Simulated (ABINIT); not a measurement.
**InP (F-43m): G0W0 in ABINIT against the bands in the screening**

Wanted: the cheapest bands in the screening that holds the gap of InP (F-43m).

Program: ABINIT 10.8.3. Level of theory: PBE and many-body steps on it, plane waves. Results are calculated unless marked as measured.

The database entry behind the starting cell differs from later determinations by our own check (0.1 to 0.3 % short, probably kX units), so it need not match the best structure at ambient conditions.

## Step 1: The structure

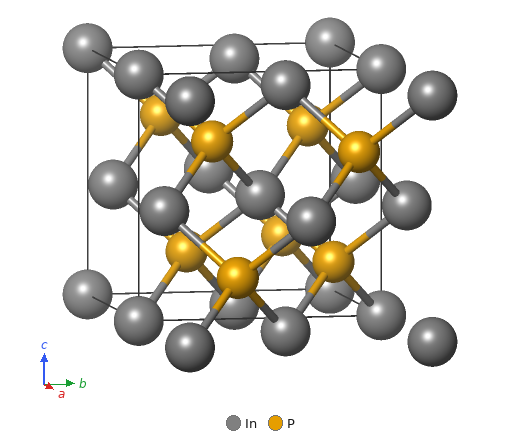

The starting structure, seen slightly off an axis (indium grey, phosphorus orange). 2×1×1 cells are drawn. This picture shows the conventional cell, with its axes. Bonds to atoms that aren't drawn are left out. Some periodic images of atoms are drawn too.

The cell and positions come from the Crystallography Open Database and are kept as given unless a step says otherwise.

## Step 2: Screening, 4×4×4 mesh, 17 bands, screening to 163.3 eV

This step: ABINIT 10.8.3; RPA screening on PBE, plane waves, norm-conserving pseudopotentials.

The RPA dielectric matrix is built and inverted for each q.

File run.abi:

```
acell 3*1.0 Angstrom
rprim 
  -0.000000000000 2.930500000000 2.930500000000
  2.930500000000 -0.000000000000 2.930500000000
  2.930500000000 2.930500000000 -0.000000000000
ntypat 2
znucl 49 15
natom 2
typat 1 2
xred 
  0.000000000000 0.000000000000 0.000000000000
  0.250000000000 0.250000000000 0.250000000000
pp_dirpath "pseudos"
pseudos "In.upf, P.upf"
ecut 31
ngkpt 4 4 4
nshiftk 1
shiftk 0 0 0
kptopt 1
chksymbreak 0
istwfk *1
occopt 1
irdwfk 1
optdriver 3
nband 17
ecuteps 6
inclvkb 2
awtr 1
symchi 1
indata_prefix "in"
outdata_prefix "out"
tmpdata_prefix "tmp"
```

On the command line:

```console
OMP_NUM_THREADS=1 mpirun -n 4 abinit run.abi > log
```

Output:

```text
.Version 10.8.3 of ABINIT. v10.8.2 released Aug 2026.

 Symmetries : space group F-4 3 m (#216); Bravais cF (face-center cubic)
[... echo of the input left out ...]
== DATASET  1 ==================================================================
-   mpi_nproc: 4, omp_nthreads: 1 (-1 if OMP is not activated)

--- !DatasetInfo
iteration_state: {dtset: 1, }
dimensions: {natom: 2, nkpt: 8, mband: 17, nsppol: 1, nspinor: 1, nspden: 1, mpw: 2826, }
cutoff_energies: {ecut:  31.0, pawecutdg:  -1.0, }
electrons: {nelect:   1.80000000E+01, charge:   0.00000000E+00, occopt:   1.00000000E+00, tsmear:   1.00000000E-02, }

 SCREENING: Calculation of the susceptibility and dielectric matrices

 Based on a program developped by R.W. Godby, V. Olevano, G. Onida, and L. Reining.
 Incorporated in ABINIT by V. Olevano, G.-M. Rignanese, and M. Torrent.
.Using double precision arithmetic ; gwpc =  8

[... cell and pseudopotentials left out ...]
--------------------------------------------------------------------------------

 ==== K-mesh for the wavefunctions ====
 Number of points in the irreducible wedge :     8
[... list of points left out ...]
 Together with 24 symmetry operations and time-reversal symmetry
 yields    64 points in the full Brillouin Zone.

 ==== Q-mesh for the screening function ====
 Number of points in the irreducible wedge :     8
[... list of points left out ...]
 Together with 24 symmetry operations and time-reversal symmetry
 yields    64 points in the full Brillouin Zone.

 setmesh: FFT mesh size selected  =    30x   30x   30
          total number of points  =        27000

 vcoul_init : cutoff-mode = AUXILIARY_FUNCTION
 q-points for optical limit:   1
     1)      0.000010    0.000020    0.000030

- screening: taking advantage of time-reversal symmetry
- Maximum band index for partially occupied states nbvw = 9
- Remaining bands to be divided among processors   nbcw = 8
- Number of bands treated by each node ~2

 Number of electrons calculated from density =   18.0000; Expected =   18.0000
 average of density, n =  0.052993
 r_s =    1.6516
 omega_plasma =   22.2058 [eV]

 calculating chi0 at frequencies [eV] :
  1    0.000000E+00    0.000000E+00
  2    0.000000E+00    2.220578E+01

--------------------------------------------------------------------------------
  q-point number  1        q = ( 0.000000, 0.000000, 0.000000) [r.l.u.]
--------------------------------------------------------------------------------
[... chi0 elements left out ...]
 For q-point:  0.000010 0.000020 0.000030
  dielectric constant =  42.1430
  dielectric constant without local fields =  45.0485

  Average fulfillment of the sum rule on Im[epsilon] for q-point    1 :     13.70  [%]
[... wings left out ...]
  q-point number  2        q = ( 0.250000, 0.000000, 0.000000) [r.l.u.]
--------------------------------------------------------------------------------
[... chi0 elements left out ...]
  Average fulfillment of the sum rule on Im[epsilon] for q-point    2 :     39.84  [%]

 [... 6 further q-points ...]
```

Elapsed: 4.6 s, on 4 MPI ranks of Arm Neoverse V1, shared host; peak memory 0.47 GiB.

Numbers from this step:

```yaml
eps_infinity_with_local_fields_on_this_mesh_along_the_program_s_q_direction: 42.14
the_same_without_local_fields: 45.05
plasma_frequency: 22.21 eV
plane_waves_in_the_screening_matrix: 259
```

Local fields lower ε∞ by 6 %. On a Γ-centred mesh this coarse the value itself is usually too large, while a short band sum pulls it down.

## Step 3: 17 bands

This step: G0W0 on PBE, plane waves, norm-conserving pseudopotentials.

Changes to run.abi since step 2:

```diff
@@ -23,8 +23,15 @@
 irdwfk 1
-optdriver 3
-nband 17
+optdriver 4
+nband 90
+gwcalctyp 0
+ecutsigx 31
+symsigma 1
+nkptgw 1
+kptgw 
+  0.0000000000 0.0000000000 0.0000000000
+bdgw 
+  7 13
 ecuteps 6
-inclvkb 2
-awtr 1
-symchi 1
+irdscr 1
+ppmodel 1
 indata_prefix "in"
```

Output:

```text
.Version 10.8.3 of ABINIT. v10.8.2 released Aug 2026.

 Symmetries : space group F-4 3 m (#216); Bravais cF (face-center cubic)
[... echo of the input left out ...]
== DATASET  1 ==================================================================
-   mpi_nproc: 4, omp_nthreads: 1 (-1 if OMP is not activated)

--- !DatasetInfo
iteration_state: {dtset: 1, }
dimensions: {natom: 2, nkpt: 8, mband: 90, nsppol: 1, nspinor: 1, nspden: 1, mpw: 2826, }
cutoff_energies: {ecut:  31.0, pawecutdg:  -1.0, }
electrons: {nelect:   1.80000000E+01, charge:   0.00000000E+00, occopt:   1.00000000E+00, tsmear:   1.00000000E-02, }

 SIGMA: Calculation of the GW corrections

 Based on a program developped by R.W. Godby, V. Olevano, G. Onida, and L. Reining.
 Incorporated in ABINIT by V. Olevano, G.-M. Rignanese, and M. Torrent.
.Using double precision arithmetic ; gwpc =  8

[... cell and pseudopotentials left out ...]
--------------------------------------------------------------------------------

 ==== K-mesh for the wavefunctions ====
 Number of points in the irreducible wedge :     8
[... list of points left out ...]
 Together with 24 symmetry operations and time-reversal symmetry
 yields    64 points in the full Brillouin Zone.

 ==== Q-mesh for screening function ====
 Number of points in the irreducible wedge :     8
[... list of points left out ...]
 Together with 24 symmetry operations and time-reversal symmetry
 yields    64 points in the full Brillouin Zone.

 vcoul_init : cutoff-mode = AUXILIARY_FUNCTION
 q-points for optical limit:   1
     1)      0.000010    0.000020    0.000030
 setmesh: FFT mesh size selected  =    40x   40x   40
          total number of points  =        64000

 Number of electrons calculated from density =   18.0000; Expected =   18.0000
 average of density, n =  0.052993
 r_s =    1.6516
 omega_plasma =   22.2058 [eV]

 === KS Band Gaps ===
  >>>> For spin  1
   Minimum direct gap =   0.7094 [eV], located at k-point      :   0.0000  0.0000  0.0000
   Fundamental gap    =   0.7094 [eV], Top of valence bands at :   0.0000  0.0000  0.0000
                                       Bottom of conduction at :   0.0000  0.0000  0.0000
 SIGMA fundamental parameters:
 PLASMON POLE MODEL  1
 number of plane-waves for SigmaX                 2741
 number of plane-waves for SigmaC and W            259
 number of plane-waves for wavefunctions          2741
 number of bands                                    90
 number of independent spin polarizations            1
 number of spinorial components                      1
 number of k-points in IBZ                           8
 number of q-points in IBZ                           8
 number of symmetry operations                      24
 number of k-points in BZ                           64
 number of q-points in BZ                           64
 number of frequencies for dSigma/dE                 9
 frequency step for dSigma/dE [eV]                0.25
 number of omega for Sigma on real axis              0
 max omega for Sigma on real axis  [eV]           0.00
 zcut for avoiding poles [eV]                     0.10

 EPSILON^-1 parameters (SCR file):
 dimension of the eps^-1 matrix on file            259
 dimension of the eps^-1 matrix used               259
 number of plane-waves for wavefunctions          2741
 number of bands                                    17
 number of q-points in IBZ                           8
 number of frequencies                               2
 number of real frequencies                          1
 number of imag frequencies                          1

 matrix elements of self-energy operator (all in [eV])

 Perturbative Calculation

--- !SelfEnergy_ee
iteration_state: {dtset: 1, }
kpoint     : [   0.000,    0.000,    0.000, ]
spin       : 1
KS_gap     :    0.709
QP_gap     :    1.129
Delta_QP_KS:    0.420
data: !SigmaeeData |
     Band     E0 <VxcDFT>   SigX SigC(E0)      Z dSigC/dE  Sig(E)    E-E0       E
        7   4.474 -12.528 -14.199   1.822   0.767  -0.303 -12.413   0.116   4.589
        8   4.474 -12.528 -14.199   1.822   0.767  -0.303 -12.413   0.116   4.589
        9   4.474 -12.528 -14.199   1.822   0.767  -0.303 -12.413   0.116   4.589
       10   5.183 -11.291  -7.493  -3.115   0.784  -0.276 -10.755   0.535   5.718
       11   8.562 -10.216  -6.368  -3.400   0.789  -0.267  -9.863   0.353   8.915
       12   8.562 -10.216  -6.368  -3.400   0.789  -0.267  -9.863   0.353   8.915
       13   8.562 -10.216  -6.368  -3.400   0.789  -0.267  -9.863   0.353   8.915

== END DATASET(S) ==============================================================
================================================================================

 -outvars: echo values of variables after computation  --------
           etotal      0.0000000000E+00
            nband          90
             nkpt           8
          spgroup         216
 [... the other variables as echoed above ...]

 Calculation completed.
```

Wall time 7.1 s (4 MPI ranks); peak memory 0.72 GiB; 28 s of CPU time.

Numbers from this step:

```yaml
g0w0_gap_on_the_points_computed: 1.129 eV
starting_gap_on_the_mesh: 0.7094 eV
k_of_the_valence_top: 0, 0, 0
k_of_the_conduction_bottom: 0, 0, 0
z_at_the_valence_top: 0.767
z_at_the_conduction_bottom: 0.784
least_direct_g0w0_gap_on_the_computed_points: 1.129 eV
```

## Step 4: Screening, 4×4×4 mesh, 27 bands, screening to 163.3 eV

This step: RPA screening on PBE, plane waves, norm-conserving pseudopotentials.

Changes to run.abi since step 3:

```diff
@@ -23,15 +23,8 @@
 irdwfk 1
-optdriver 4
-nband 90
-gwcalctyp 0
-ecutsigx 31
-symsigma 1
-nkptgw 1
-kptgw 
-  0.0000000000 0.0000000000 0.0000000000
-bdgw 
-  7 13
+optdriver 3
+nband 27
 ecuteps 6
-irdscr 1
-ppmodel 1
+inclvkb 2
+awtr 1
+symchi 1
 indata_prefix "in"
```

Output:

```text
.Version 10.8.3 of ABINIT. v10.8.2 released Aug 2026.

 Symmetries : space group F-4 3 m (#216); Bravais cF (face-center cubic)
[... echo of the input left out ...]
== DATASET  1 ==================================================================
-   mpi_nproc: 4, omp_nthreads: 1 (-1 if OMP is not activated)

--- !DatasetInfo
iteration_state: {dtset: 1, }
dimensions: {natom: 2, nkpt: 8, mband: 27, nsppol: 1, nspinor: 1, nspden: 1, mpw: 2826, }
cutoff_energies: {ecut:  31.0, pawecutdg:  -1.0, }
electrons: {nelect:   1.80000000E+01, charge:   0.00000000E+00, occopt:   1.00000000E+00, tsmear:   1.00000000E-02, }

 SCREENING: Calculation of the susceptibility and dielectric matrices

 Based on a program developped by R.W. Godby, V. Olevano, G. Onida, and L. Reining.
 Incorporated in ABINIT by V. Olevano, G.-M. Rignanese, and M. Torrent.
.Using double precision arithmetic ; gwpc =  8

[... cell and pseudopotentials left out ...]
--------------------------------------------------------------------------------

 ==== K-mesh for the wavefunctions ====
 Number of points in the irreducible wedge :     8
[... list of points left out ...]
 Together with 24 symmetry operations and time-reversal symmetry
 yields    64 points in the full Brillouin Zone.

 ==== Q-mesh for the screening function ====
 Number of points in the irreducible wedge :     8
[... list of points left out ...]
 Together with 24 symmetry operations and time-reversal symmetry
 yields    64 points in the full Brillouin Zone.

 setmesh: FFT mesh size selected  =    30x   30x   30
          total number of points  =        27000

 vcoul_init : cutoff-mode = AUXILIARY_FUNCTION
 q-points for optical limit:   1
     1)      0.000010    0.000020    0.000030

- screening: taking advantage of time-reversal symmetry
- Maximum band index for partially occupied states nbvw = 9
- Remaining bands to be divided among processors   nbcw = 18
- Number of bands treated by each node ~4

 Number of electrons calculated from density =   18.0000; Expected =   18.0000
 average of density, n =  0.052993
 r_s =    1.6516
 omega_plasma =   22.2058 [eV]

 calculating chi0 at frequencies [eV] :
  1    0.000000E+00    0.000000E+00
  2    0.000000E+00    2.220578E+01

--------------------------------------------------------------------------------
  q-point number  1        q = ( 0.000000, 0.000000, 0.000000) [r.l.u.]
--------------------------------------------------------------------------------
[... chi0 elements left out ...]
 For q-point:  0.000010 0.000020 0.000030
  dielectric constant =  42.3832
  dielectric constant without local fields =  45.1098

  Average fulfillment of the sum rule on Im[epsilon] for q-point    1 :     29.49  [%]
[... wings left out ...]
  q-point number  2        q = ( 0.250000, 0.000000, 0.000000) [r.l.u.]
--------------------------------------------------------------------------------
[... chi0 elements left out ...]
  Average fulfillment of the sum rule on Im[epsilon] for q-point    2 :     51.16  [%]

 [... 6 further q-points ...]
```

Elapsed: 7.5 s, on 4 MPI ranks; peak memory 0.51 GiB; 30 s of CPU time.

Numbers from this step:

```
ε∞ with local fields, on this mesh, along the program's q direction : 42.38
the same without local fields                                       : 45.11
plasma frequency                                                    : 22.21 eV
plane waves in the screening matrix                                 : 259
```

## Step 5: 27 bands

The self-energy is evaluated for the states that the input lists, and the levels follow from it, in one-shot runs by the linearised quasiparticle equation.

This step: G0W0 on PBE, plane waves, norm-conserving pseudopotentials.

Changes to run.abi since step 4:

```diff
@@ -23,8 +23,15 @@
 irdwfk 1
-optdriver 3
-nband 27
+optdriver 4
+nband 90
+gwcalctyp 0
+ecutsigx 31
+symsigma 1
+nkptgw 1
+kptgw 
+  0.0000000000 0.0000000000 0.0000000000
+bdgw 
+  7 13
 ecuteps 6
-inclvkb 2
-awtr 1
-symchi 1
+irdscr 1
+ppmodel 1
 indata_prefix "in"
```

Output:

```text
.Version 10.8.3 of ABINIT. v10.8.2 released Aug 2026.

 Symmetries : space group F-4 3 m (#216); Bravais cF (face-center cubic)
[... echo of the input left out ...]
== DATASET  1 ==================================================================
-   mpi_nproc: 4, omp_nthreads: 1 (-1 if OMP is not activated)

--- !DatasetInfo
iteration_state: {dtset: 1, }
dimensions: {natom: 2, nkpt: 8, mband: 90, nsppol: 1, nspinor: 1, nspden: 1, mpw: 2826, }
cutoff_energies: {ecut:  31.0, pawecutdg:  -1.0, }
electrons: {nelect:   1.80000000E+01, charge:   0.00000000E+00, occopt:   1.00000000E+00, tsmear:   1.00000000E-02, }

 SIGMA: Calculation of the GW corrections

 Based on a program developped by R.W. Godby, V. Olevano, G. Onida, and L. Reining.
 Incorporated in ABINIT by V. Olevano, G.-M. Rignanese, and M. Torrent.
.Using double precision arithmetic ; gwpc =  8

[... cell and pseudopotentials left out ...]
--------------------------------------------------------------------------------

 ==== K-mesh for the wavefunctions ====
 Number of points in the irreducible wedge :     8
[... list of points left out ...]
 Together with 24 symmetry operations and time-reversal symmetry
 yields    64 points in the full Brillouin Zone.

 ==== Q-mesh for screening function ====
 Number of points in the irreducible wedge :     8
[... list of points left out ...]
 Together with 24 symmetry operations and time-reversal symmetry
 yields    64 points in the full Brillouin Zone.

 vcoul_init : cutoff-mode = AUXILIARY_FUNCTION
 q-points for optical limit:   1
     1)      0.000010    0.000020    0.000030
 setmesh: FFT mesh size selected  =    40x   40x   40
          total number of points  =        64000

 Number of electrons calculated from density =   18.0000; Expected =   18.0000
[...]
number of q-points in BZ                           64
 number of frequencies for dSigma/dE                 9
 frequency step for dSigma/dE [eV]                0.25
 number of omega for Sigma on real axis              0
 max omega for Sigma on real axis  [eV]           0.00
 zcut for avoiding poles [eV]                     0.10

 EPSILON^-1 parameters (SCR file):
 dimension of the eps^-1 matrix on file            259
 dimension of the eps^-1 matrix used               259
 number of plane-waves for wavefunctions          2741
 number of bands                                    27
 number of q-points in IBZ                           8
 number of frequencies                               2
 number of real frequencies                          1
 number of imag frequencies                          1

 matrix elements of self-energy operator (all in [eV])

 Perturbative Calculation

--- !SelfEnergy_ee
iteration_state: {dtset: 1, }
kpoint     : [   0.000,    0.000,    0.000, ]
spin       : 1
KS_gap     :    0.709
QP_gap     :    1.056
Delta_QP_KS:    0.347
data: !SigmaeeData |
     Band     E0 <VxcDFT>   SigX SigC(E0)      Z dSigC/dE  Sig(E)    E-E0       E
        7   4.474 -12.528 -14.199   1.623   0.768  -0.303 -12.565  -0.037   4.437
        8   4.474 -12.528 -14.199   1.623   0.768  -0.303 -12.565  -0.037   4.437
        9   4.474 -12.528 -14.199   1.623   0.768  -0.303 -12.565  -0.037   4.437
       10   5.183 -11.291  -7.493  -3.402   0.783  -0.277 -10.981   0.310   5.493
       11   8.562 -10.216  -6.368  -3.645   0.791  -0.265 -10.056   0.160   8.722
       12   8.562 -10.216  -6.368  -3.645   0.791  -0.265 -10.056   0.160   8.722
       13   8.562 -10.216  -6.368  -3.645   0.791  -0.265 -10.056   0.160   8.722

== END DATASET(S) ==============================================================
================================================================================

 -outvars: echo values of variables after computation  --------
           etotal      0.0000000000E+00
            nband          90
             nkpt           8
          spgroup         216
 [... the other variables as echoed above ...]

 Calculation completed.
```

Run time: 7.1 s. Hardware: 4 MPI ranks; peak memory 0.72 GiB.

This step gave:

```
G0W0 gap on the points computed              : 1.056 eV
starting gap on the mesh                     : 0.7094 eV
k of the valence top                         : 0, 0, 0
k of the conduction bottom                   : 0, 0, 0
Z at the valence top                         : 0.768
Z at the conduction bottom                   : 0.783
least direct G0W0 gap on the computed points : 1.056 eV
```

The gap on the mesh goes from 0.71 eV to 1.06 eV, a correction of +0.35 eV.

## Step 6: Screening, 4×4×4 mesh, 90 bands, screening to 163.3 eV

This step: RPA screening on PBE, plane waves, norm-conserving pseudopotentials.

Changes to run.abi since step 5:

```diff
@@ -23,15 +23,8 @@
 irdwfk 1
-optdriver 4
+optdriver 3
 nband 90
-gwcalctyp 0
-ecutsigx 31
-symsigma 1
-nkptgw 1
-kptgw 
-  0.0000000000 0.0000000000 0.0000000000
-bdgw 
-  7 13
 ecuteps 6
-irdscr 1
-ppmodel 1
+inclvkb 2
+awtr 1
+symchi 1
 indata_prefix "in"
```

Output:

```text
.Version 10.8.3 of ABINIT. v10.8.2 released Aug 2026.

 Symmetries : space group F-4 3 m (#216); Bravais cF (face-center cubic)
[... echo of the input left out ...]
== DATASET  1 ==================================================================
-   mpi_nproc: 4, omp_nthreads: 1 (-1 if OMP is not activated)

--- !DatasetInfo
iteration_state: {dtset: 1, }
dimensions: {natom: 2, nkpt: 8, mband: 90, nsppol: 1, nspinor: 1, nspden: 1, mpw: 2826, }
cutoff_energies: {ecut:  31.0, pawecutdg:  -1.0, }
[...]
--------------------------------------------------------------------------------
[... chi0 elements left out ...]
 For q-point:  0.000010 0.000020 0.000030
  dielectric constant =  42.7770
  dielectric constant without local fields =  45.2027

  Average fulfillment of the sum rule on Im[epsilon] for q-point    1 :     78.60  [%]
[... wings left out ...]
  q-point number  2        q = ( 0.250000, 0.000000, 0.000000) [r.l.u.]
--------------------------------------------------------------------------------
[... chi0 elements left out ...]
  Average fulfillment of the sum rule on Im[epsilon] for q-point    2 :    102.85  [%]

 [... 6 further q-points ...]
```

It took 23 s on 4 MPI ranks; peak memory 0.74 GiB; 90 s of CPU time.

Numbers from this step:

- ε∞ with local fields, on this mesh, along the program's q direction: 42.78
- the same without local fields: 45.20
- plasma frequency: 22.21 eV
- plane waves in the screening matrix: 259

(Continued in part 2 of 2.)

[Paths, hosts, dates, memory and timing lines, banners, echoed tables and standing remarks are left out of the program output.]

[Logs are printed without paths, hosts, clocks, repeated set-up lines and the standing remarks that a program may print on its own settings, such as how far it seeks lower states.]

[Runs of the session that timed out or met a known fault of the program may be left out.]

[Hosts, paths, dates, database ids (printed as entryN), source tags and the programs' standing remarks are cut or masked in the printed files.]

[G0W0 gaps are taken among the corrected bands and points alone; a level outside them can change the order at an edge.]

[Where Ansatz stands beside ABINIT at settings called matched, ABINIT's density can come from a denser mesh and the files from another edition; pairs whose starting gaps differed by over 0.03 eV were left out, so agreement reads better than it is.]
